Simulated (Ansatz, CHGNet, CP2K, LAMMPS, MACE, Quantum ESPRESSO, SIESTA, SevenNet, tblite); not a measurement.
# Running Mg2+ TFSI- in gamma-butyrolactone at 370 K (110 atoms) with tblite

Wanted: tblite inputs and outputs for Mg2+ TFSI- in gamma-butyrolactone at 370 K (110 atoms), checked against a plane-wave reference.

Program: tblite 0.8.0. Level of theory: the method is named at each step. Results are calculated unless marked as measured.

## Step 1: Starting point

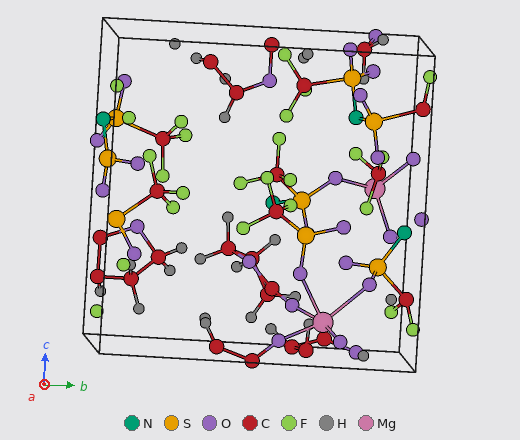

The cell as given, slightly off an axis (nitrogen teal, sulfur orange, oxygen purple, carbon red, fluorine green, hydrogen grey, magnesium pink). Bonds to atoms that aren't drawn are left out. Some periodic images of atoms are drawn too.

The cell holds 110 atoms: 4 N, 8 S, 24 O, 24 C, 24 F, 24 H and 2 Mg. Cell: a = 11.534 Å, b = 11.534 Å, c = 11.534 Å, α = 90.0°, β = 90.0°, γ = 90.0°. 4 gamma-butyrolactone, 2 Mg2+, 4 TFSI- placed at random, at 1.64 g/cm³; overlaps pushed apart, then 10 ps at 550 K with divalent ions of Li, Roberts, Chakravorty and Merz (J. Chem. Theory Comput. 9, 2733 (2013)); MMFF94 bonds, angles, torsions, charges and radii (Halgren, J. Comput. Chem. 17, 490 (1996)) in harmonic and 12-6 forms; charges of ions scaled by 0.8. Snapshot after 30 ps at 370 K and fixed volume.

The yardstick, on the same geometry:

- method: Kohn-Sham DFT, PBE, SSSP efficiency 1.3.0 pseudopotentials, plane waves (Quantum ESPRESSO 7.5); sssp-pbe-1.3.0-efficiency, cutoffs 60/480 Ry, Γ point
- r.m.s. force component: 1.199 eV/Å
- longest force: 5.943 eV/Å
- pressure: 3.483 GPa
- gap (highest filled to lowest empty level): 3.681 eV
- time: 2.9 min on 4 MPI ranks of Arm Neoverse V2, shared host
- CPU time: 12 min

## Step 2: GFN1-xTB

Method: GFN1-xTB tight binding, diagonalisation.

Contents of run.py:

```python
import numpy as np
from ase.io import read
from tblite.ase import TBLite

atoms = read("structure.xyz")
atoms.calc = TBLite(method="GFN1-xTB", electronic_temperature=580, accuracy=1.0, max_iterations=250, mixer_damping=0.4, verbosity=1)
energy = atoms.get_potential_energy()
forces = atoms.get_forces()
print(f"energy {energy:.6f} eV")
print("forces (eV/A)")
for i, (a, f) in enumerate(zip(atoms, forces)):
    print(f"{i:4d} {a.symbol:2s} {f[0]:10.5f} {f[1]:10.5f} {f[2]:10.5f}")
stress = -atoms.get_stress(voigt=False) * 160.21766
print("stress (GPa, compression positive)")
for row in stress:
    print(" ".join(f"{x:10.4f}" for x in row))
print("charges (e)")
print(np.array2string(atoms.get_charges(), precision=4, suppress_small=True, max_line_width=110, threshold=100000))
```

Contents of structure.xyz:

```xyz
110
Lattice="11.53383 0.00000 0.00000 0.00000 11.53383 0.00000 0.00000 0.00000 11.53383" Properties=species:S:1:pos:R:3 pbc="T T T"
N 3.69682 0.04567 8.07230
S 2.21242 0.59249 8.03908
O 1.26930 0.00588 7.13356
O 1.65361 0.84508 9.36766
C 2.56397 2.32234 7.41568
F 3.59302 2.89349 8.13481
F 2.94874 2.37885 6.08571
F 1.51543 3.19210 7.52225
S 4.41077 0.25870 6.68731
O 3.62577 0.18996 5.47199
O 5.48180 1.29929 6.63264
C 5.24951 10.08714 6.77093
F 6.42388 10.12936 7.44347
F 4.35760 9.26351 7.38765
F 5.49229 9.72014 5.49368
N 0.60945 6.57221 5.20372
S 10.85345 7.27600 4.70234
O 10.80362 8.63734 5.07316
O 10.58321 7.17427 3.28080
C 9.67435 6.21523 5.43739
F 8.45015 6.78800 5.61755
F 9.49315 5.05770 4.74975
F 10.10710 5.78791 6.67105
S 1.72558 7.55627 5.41490
O 2.53733 7.81083 4.23891
O 1.44657 8.74449 6.28317
C 2.65855 6.53691 6.35768
F 2.23295 6.56967 7.64255
F 2.77539 5.22759 5.97406
F 3.96210 6.96736 6.27256
N 7.84393 11.01988 4.83060
S 9.09004 0.45489 4.79173
O 10.23316 11.47974 5.49356
O 9.41045 1.16088 3.58195
C 8.59143 1.90320 5.86149
F 8.22270 1.56445 7.10392
F 9.65831 2.78265 5.91432
F 7.54059 2.57181 5.23913
S 7.82109 10.13212 3.51574
O 9.13410 9.79707 2.94493
O 6.89642 9.01623 3.55403
C 7.08558 11.27939 2.36028
F 6.76805 0.94070 3.00306
F 7.92824 0.01211 1.32593
F 5.89840 10.82784 1.79974
N 8.42754 8.97090 8.94748
S 9.91056 9.54424 8.93168
O 10.76152 8.94495 9.91379
O 10.61528 9.72913 7.67496
C 9.77238 11.31111 9.47147
F 10.42289 0.60391 8.57586
F 8.44299 0.20772 9.59695
F 10.35069 11.46232 10.70166
S 7.77795 8.77955 10.34054
O 8.73480 8.59167 11.43014
O 6.59354 9.59015 10.55219
[... 50 atom lines left out ...]
H 3.79601 10.03120 0.02388
H 3.05001 9.44978 10.04712
Mg 9.72590 8.15869 1.51232
Mg 0.13875 10.27272 5.90671
```

Run with:

```bash
$ OMP_NUM_THREADS=1 python run.py > output.txt
```

The program printed:

```text
------------------------------------------------------------
  cycle        total energy    energy error   density error
------------------------------------------------------------
      1     -331.7568592432  -3.3318919E+02   7.8217282E-01
      2     -337.0632932899  -5.3064340E+00   4.9260153E-01
      3     -336.3888962701   6.7439702E-01   3.9526464E-01
      4     -342.9922769667  -6.6033807E+00   1.0399301E-01
      5     -343.0517640780  -5.9487111E-02   3.1876359E-02
      6     -343.0588854373  -7.1213593E-03   2.2040164E-02
      7     -343.0839307252  -2.5045288E-02   9.5948003E-03
      8     -343.0864458433  -2.5151181E-03   4.4129816E-03
      9     -343.0869301185  -4.8427524E-04   1.9877355E-03
     10     -343.0871463322  -2.1621373E-04   6.3505091E-04
     11     -343.0871638622  -1.7530005E-05   9.9305607E-05
     12     -343.0871640192  -1.5693996E-07   4.7143442E-05
     13     -343.0871641262  -1.0706680E-07   2.2158348E-05
     14     -343.0871641520  -2.5780253E-08   6.4598005E-06
------------------------------------------------------------
 total:                                   3.028 sec
energy -9335.877264 eV
forces (eV/A)
   0 N    -0.99885   -0.00646    1.44218
   1 S    -0.19877    2.35210    2.39644
   2 O    -0.83692   -0.98237   -1.38752
   3 O     0.94865   -0.49753   -0.92965
   4 C     0.71042    2.68626   -1.50345
   5 F    -1.48769   -1.05759   -0.78189
   6 F    -0.78138    0.29194    2.37927
   7 F     0.82749   -1.15596    0.14318
   8 S     3.71373    0.55522   -2.35353
   9 O    -0.19412   -0.61969    0.27266
  10 O    -1.95595   -1.95034    0.71953
  11 C     0.33915    0.24531   -0.35694
  12 F    -1.36740   -0.34011   -0.61468
  13 F     1.43986    0.60098   -0.84946
  14 F    -0.44860   -0.10775    1.66613
  15 N    -1.99829   -2.59611   -0.20892
  16 S    -0.47177   -0.03705   -3.05583
  17 O    -0.97056    2.33843    1.55120
  18 O     0.09832   -0.60800   -0.19741
  19 C    -3.08087   -2.75387    2.41437
  20 F     1.65820   -0.48986   -0.28887
  21 F     0.82756    1.61284    0.57924
  22 F    -0.35284    0.91976   -1.24879
  23 S     2.16091    5.04733   -1.10036
[...]
102 H     0.10370   -0.25947   -0.42938
 103 H    -0.34462   -1.78597    1.47392
 104 H     0.00960   -0.36342    0.13441
 105 H    -0.32038    0.93434    0.86691
 106 H     1.30731    1.35623    0.51171
 107 H     0.36481    0.22649   -0.70392
 108 Mg    0.05822    0.22412    0.43576
 109 Mg    0.43237    0.11092    0.23574
stress (GPa, compression positive)
   -0.4822    -0.3500     0.8067
   -0.3500    -0.6577    -0.5835
    0.8067    -0.5835    -0.4925
charges (e)
[-0.2462  0.5289 -0.3423 -0.4009  0.6362 -0.225  -0.2044 -0.2281  0.5118 -0.397  -0.4121  0.6457 -0.2148
 -0.2206 -0.2057 -0.2421  0.5316 -0.3269 -0.3608  0.6748 -0.1945 -0.1887 -0.2185  0.526  -0.386  -0.386
  0.6781 -0.2118 -0.2143 -0.2149 -0.2103  0.5285 -0.3644 -0.3836  0.6561 -0.186  -0.2123 -0.2147  0.5258
 -0.3726 -0.3687  0.6545 -0.2266 -0.1941 -0.2209 -0.2229  0.5292 -0.3642 -0.3625  0.6405 -0.2017 -0.2207
 -0.2012  0.5216 -0.3666 -0.3607  0.6566 -0.2182 -0.2014 -0.2123 -0.4629  0.5982 -0.0883 -0.0679  0.1907
 -0.3658  0.0624  0.078   0.0753  0.0341  0.0657  0.0483 -0.4664  0.5827 -0.0934 -0.0686  0.1849 -0.3635
  0.0915  0.0589  0.0641  0.0632  0.0443  0.0716 -0.4475  0.599  -0.0726 -0.0659  0.1778 -0.3622  0.0934
  0.0885  0.0757  0.0414  0.0548  0.0313 -0.4555  0.6002 -0.0872 -0.0687  0.1749 -0.3809  0.0966  0.0694
  0.0515  0.0541  0.0678  0.071   0.8744  0.8639]
```

Elapsed: 3.6 s, on 1 thread of Arm Neoverse V2, shared host; peak memory 0.18 GiB.

Banners, paths, timers and routine set-up lines are dropped from the logs unmarked, and long logs keep their key lines alone; longer cuts are marked.

Compared with the plane-wave run:

| Quantity | Value |
| --- | --- |
| r.m.s. force component | 1.292 eV/Å |
| r.m.s. difference of force components | 460.2 meV/Å |
| longest difference of force vectors | 1439 meV/Å |
| force difference over r.m.s. force | 38.39 % |
| slope of forces against the reference's | 1.007 |
| correlation of force components | 0.9344 |
| pressure | -0.5441 GPa |
| pressure difference | -4.027 GPa |

Length of the force difference by element (eV/Å):

```csv
element,atoms,mean,most
C,24,0.73,1.4
F,24,1.2,1.4
H,24,0.17,0.30
Mg,2,0.76,0.82
N,4,1.2,1.4
O,24,0.56,1.3
S,8,0.74,1.1
```

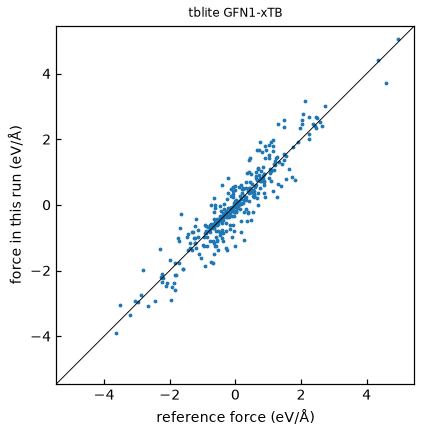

Force components against those of the reference; the line marks equality.

A closer look about C27, which bears the longest force: 10 atoms, nearest first, numbered in the order of the input, with positions taken from that point.

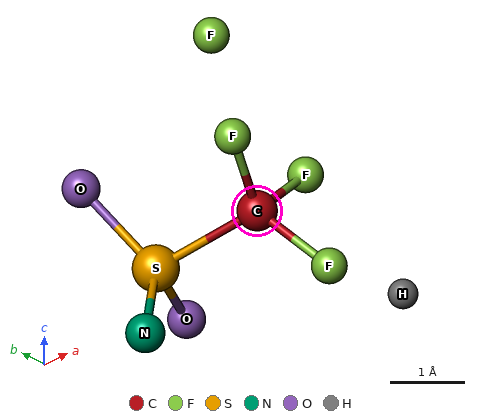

The atoms of the table, within 3.5 Å (arrows a, b, c point along x, y, z); some may hide others; the central atom is ringed.

```csv
atom,x,y,z,distance (Å),bonds,Mulliken charge (e),Fx,Fy,Fz (eV/Å)
C27,0.00,0.00,0.00,0.00,4,0.68,4.42,-2.95,3.01
F28,-0.43,0.03,1.28,1.35,1,-0.21,0.60,-0.21,-1.06
F29,0.12,-1.31,-0.38,1.37,1,-0.21,-0.86,1.44,0.28
F30,1.30,0.43,-0.09,1.38,1,-0.21,-1.32,-0.22,0.61
S24,-0.93,1.02,-0.94,1.67,4,0.53,2.16,5.05,-1.10
N16,-2.05,0.04,-1.15,2.35,2,-0.24,-2.00,-2.60,-0.21
O25,-0.12,1.27,-2.12,2.48,1,-0.39,-0.55,0.18,0.25
O26,-1.21,2.21,-0.07,2.52,2,-0.39,0.37,-1.37,-1.09
F14,1.70,2.73,1.03,3.37,1,-0.22,1.44,0.60,-0.85
H69,2.66,-0.06,-2.22,3.46,1,0.08,-0.63,-0.16,0.44
```

Atoms are counted from 1 here, from 0 in the log.

Forces lie 38 % from the reference's, at 0.0051 times its CPU time (on 1 against 4 cores).

## Step 3: Outcome

| Quantity | Value |
| --- | --- |
| force difference from the reference | tblite GFN1-xTB, 38 % |
| its CPU time | 3.5 s |

What this shows: Tight binding differs by 38 % (tblite GFN1-xTB); it is another model, with fitted parameters of its own, and the xTB methods hold dispersion. One electronic-structure run takes under half the reference's CPU time: tblite GFN1-xTB, at 38 % in 3.5 s against 12 min; its pressure misses by -4.0 GPa. Periodic xTB results under one method name differ between programs and library versions. The reference's pressure holds the uncorrected Pulay stress of its 60 Ry basis, so small pressure differences, and their order, may be the reference's own error. In our tests on small cells the SSSP efficiency potentials stood apart from two norm-conserving sets, for C–F bonds most and for P–O bonds less, so differences between them and other runs here needn't be the other run's error. The network of contacts between molecules at the start is that of the classical potential that made the cell, and needn't be the one that DFT or experiment would give. The reference's PBE has no dispersion term, which matters for the binding between molecules or layers. The density was typed from a rule of thumb and may lie off the real one at this temperature. The electronic-structure runs sample only Γ, in a cell whose shortest periodic width is 12 Å.

[Also dropped from logs without a mark: logging warnings of Python, and SIESTA's first energy breakdown and zero terms.]

[Logs are printed without paths, hosts, clocks, repeated set-up lines and the standing remarks that a program may print on its own settings, such as how far it seeks lower states.]

[Hosts, paths, dates, database ids (printed as entryN), source tags and the programs' standing remarks are cut or masked in the printed files.]

[The MMFF94 radii named for the starting cell were scaled by 0.96; in molecules described by MMFF94, hydrogen bound to N, O or S took a small fixed 12-6 site in their place.]
